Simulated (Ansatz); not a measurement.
## ZnS (F-43m): phonons against volume: lattice dynamics at this volume, V/V0 1.015

Ansatz 0.2.0; DFT LDA, scalar-relativistic, plane waves, PAW; PAW set soft_1.

Phonons at this volume give one point of F(V, T); meshes stay fixed along the series.

The database entry behind the starting cell differs from later determinations by our own check (about 0.1 % short), so it need not match the best structure at ambient conditions.

Contents of input.yaml:

```yaml
crystal:
  lattice:
    - [0.0, 2.6615337723, 2.6615337723]
    - [2.6615337723, 0.0, 2.6615337723]
    - [2.6615337723, 2.6615337723, 0.0]
  atoms:
    - { symbol: Zn, position: [0.25, 0.25, 0.25] }
    - { symbol: S, position: [0.0, 0.0, 0.0] }
kpoints:
  mp_grid: { grid: [12, 12, 12] }
hamiltonian:
  xc: lda
  pseudopotentials: { kind: paw, azcp: { folder: soft_1 }, xc_functional: pbe }
scf:
  occupations: { method: fixed }
  lower_state_search: "off"
output:
  eigenvalues: true
phonons:
  method: dfpt
  dielectric: true
  rigid_motions: translations
  qmesh: [4, 4, 4]
  temperatures: { t_max: 1000, t_step: 50 }
  qpath:
    path:
      - [[0.0, 0.0, 0.0], [-0.5, -0.5, 0.0], [-0.375, -0.375, 0.25]]
      - [[-0.375, 0.0, 0.375], [0.0, 0.0, 0.0], [0.0, 0.0, 0.5], [-0.5, -0.25, 0.25], [-0.5, -0.5, 0.0]]
    npoints: 10
```

Launch:

```
> ansatz run input.yaml --threads 8 --pin off --max-ram 16384MiB --backend cpu --events-out ev --progress --plain --runs-dir out
```

Q: Predict the phonon branches.

With 2 atoms in the cell there are 6 branches, three of them acoustic and zero at Γ. The masses differ by a factor of 2.0 (Zn against S): the 3 top branches, three for each S, split off, and on this path no mode lies between 214 and 283 cm⁻¹.

LO-TO term included. The phonon branches at the labelled points (cm⁻¹):

| point | branch 1 | branch 2 | branch 3 | branch 4 | branch 5 | branch 6 |
| --- | --- | --- | --- | --- | --- | --- |
| Γ | 0 | 0 | 0 | 283 | 283 | 341 |
| X | 94 | 94 | 214 | 316 | 316 | 328 |
| U | 92 | 116 | 199 | 310 | 312 | 342 |
| jump to K | 92 | 116 | 199 | 310 | 312 | 342 |
| Γ | 0 | 0 | 0 | 283 | 283 | 341 |
| L | 73 | 73 | 198 | 297 | 297 | 339 |
| W | 106 | 121 | 194 | 305 | 320 | 341 |
| X | 94 | 94 | 214 | 316 | 316 | 328 |

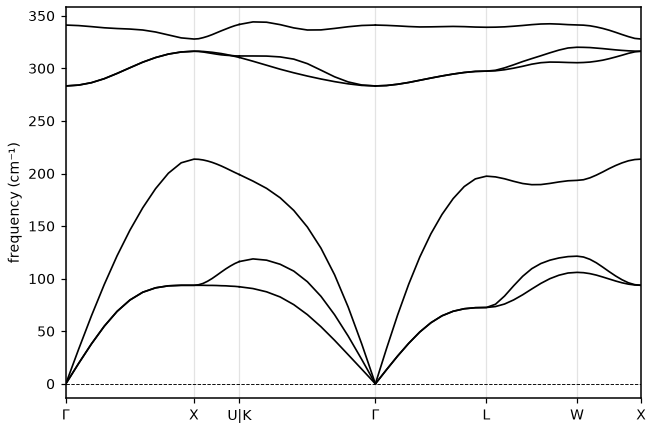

Phonon branches along the path.

[Logs are printed without paths, hosts, clocks, repeated set-up lines and the standing remarks that a program may print on its own settings, such as how far it seeks lower states.]

[Hosts, paths, dates, database ids (printed as entryN), source tags and the programs' standing remarks are cut or masked in the printed files.]

[A step with changed settings may run another functional than the one named; its input shows which.]

[Of the runs on displaced cells, only some may be shown.]
